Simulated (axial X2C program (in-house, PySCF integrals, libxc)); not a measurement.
Relativistic diatomic calculation, with input and output: WC⁻

- system: WC⁻, single determinant with Ω = 3/2.
- method: PBE0, two-component X2C with atomic mean-field Coulomb and Gaunt terms, W dyall-av3z, C dyall-av3z (cores contracted) (axial X2C program (in-house, PySCF integrals, libxc))

## Input file
```
{"zs": [74, 6], "q": -1, "bas": ["dyall-av3z", "dyall-av3z"], "levels": ["PBE0", "HF", "LDA", "r2SCAN0"], "cc": false, "r0": 1.87, "npts": 10, "nst": 2, "ntry": 6}
```

The line is the task of a batch: nuclear charges, charge, bases, the levels to run, a first guess of the distance and further settings. This report covers PBE0 with spin-orbit coupling. The log is that of the reference distance 1.713 Å, started from orbitals converged before.

Launched within a batch (the task file carries these settings):
```bash
python <driver script> task.json out
```

## Log
```
two-component X2C + atomic mean field  PBE0
basis functions 234  fitting functions 1232  grid points 5074
iter        total energy     max residual
   1     -16180.299529556     1.31e-05
   2     -16180.299529573     1.37e-05
   3     -16180.299529578     1.73e-05
   4     -16180.299529587     1.04e-05
   5     -16180.299529593     6.82e-06
   6     -16180.299529595     1.75e-06
converged
one-electron -22474.78709442  Coulomb 6505.21665548  exact exchange -82.10728695  xc functional -251.77309046  nuclear repulsion 137.15976745  atomic mean-field constant -14.00848070
```

## The points of the curve

| R (Å) | E (hartree) | dipole (D; origin at the first atom, positive when the second is positive) | highest filled (eV) | lowest empty (eV) |
| --- | --- | --- | --- | --- |
| 1.610 | −16180.289463 | −3.09 | −0.17 | 1.93 |
| 1.662 | −16180.297437 | −3.55 | −0.25 | 1.93 |
| 1.713 | −16180.299530 | −3.97 | −0.31 | 1.92 |
| 1.773 | −16180.296225 | −4.40 | −0.35 | 1.92 |
| 1.833 | −16180.288370 | −4.76 | −0.36 | 1.92 |

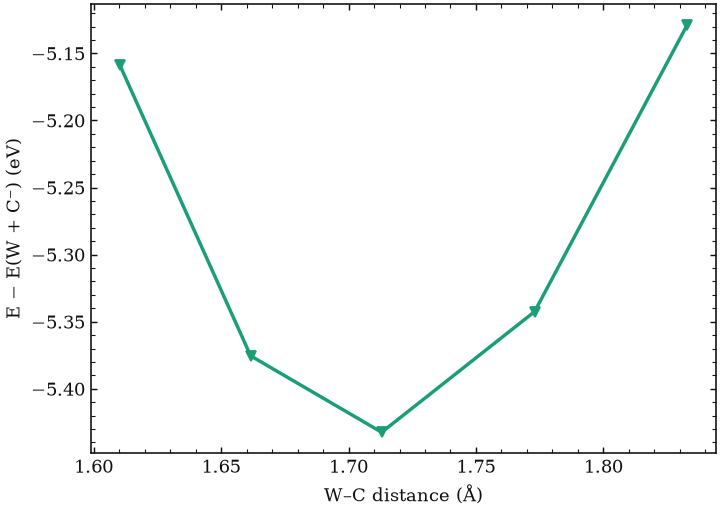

**Figure 1.** Energy at 5 bond lengths, for one set of occupations held fixed; the line joins the points. A polynomial of degree 3 through 5 points gives rₑ = 1.708 Å, ωₑ = 1076 cm⁻¹ and Bₑ = 0.5127 cm⁻¹. The minimum lies 5.43 eV below W + C⁻, each computed as one determinant at the same level.

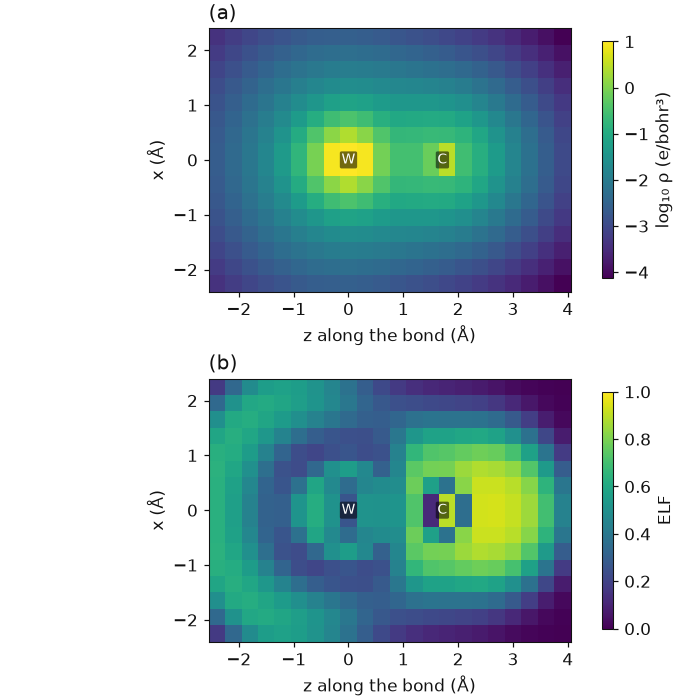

**Figure 2.** (a) electron density on a logarithmic scale; (b) electron localisation function, in a plane that holds the axis, at 1.71 Å, on points 0.3 Å apart (one half computed, the other mirrored); the structure near the nuclei is finer than these points.

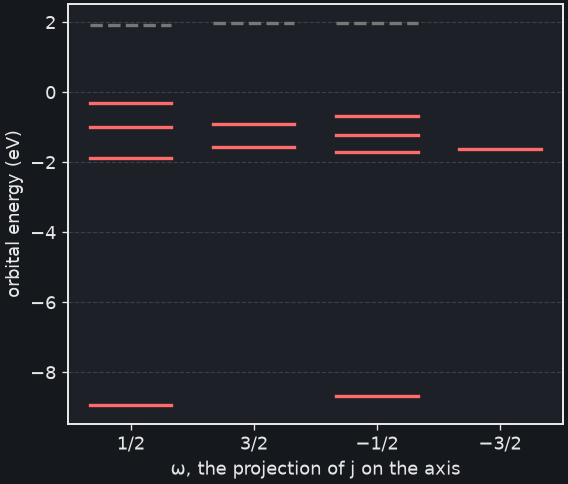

**Figure 3.** Orbital energies near the frontier at 1.71 Å, filled (solid) and empty (dashed). The highest filled spinor (1/2; 52 % W s, 16 % C p) lies at −0.31 eV, the lowest empty one (1/2; 96 % W p, 3 % W s) at 1.92 eV.

## Results in brief

| quantity | value |
| --- | --- |
| outcome | converged |
| bond length rₑ | 1.708 Å |
| ωₑ | 1076 cm⁻¹ |
| energy at the minimum | −16180.29954 hartree |
| depth below the fragments | 5.43 eV |
| hardware | 1 thread of Arm Neoverse N1, 98 GiB of memory available, shared host |
| wall time | 13 s |

## Remarks

Caveats: 5 of the 10 points asked for were kept.
